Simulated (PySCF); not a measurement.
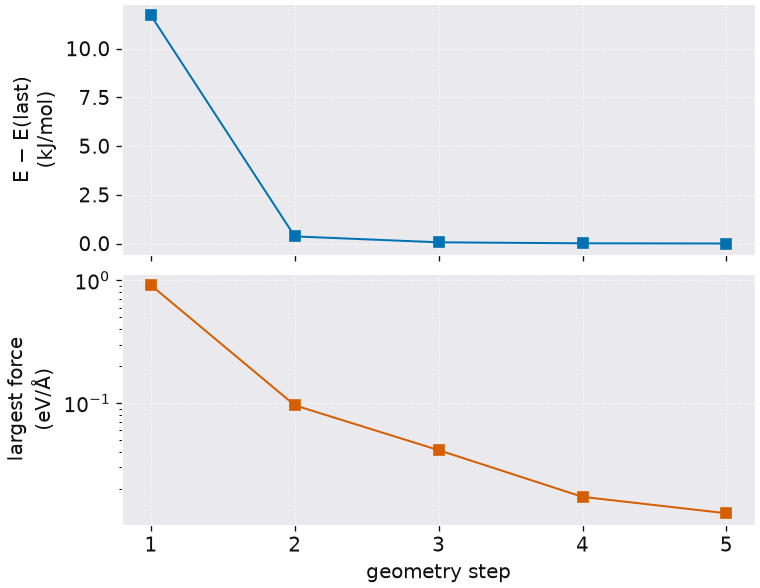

History of a geometry optimisation. C$_{3}$H$_{12}$Si$_{2}$ (SMILES CC(C)[SiH2][SiH3]); PBE0-D3(BJ)/def2-SVP, geometry optimisation (PySCF).

The optimisation met its thresholds at geometry 5, counting the start as the first. The energy fell by about 12 kJ/mol from the first step to the last. The largest force goes from about 0.91 eV/Å at the start to 0.013 eV/Å at the end.
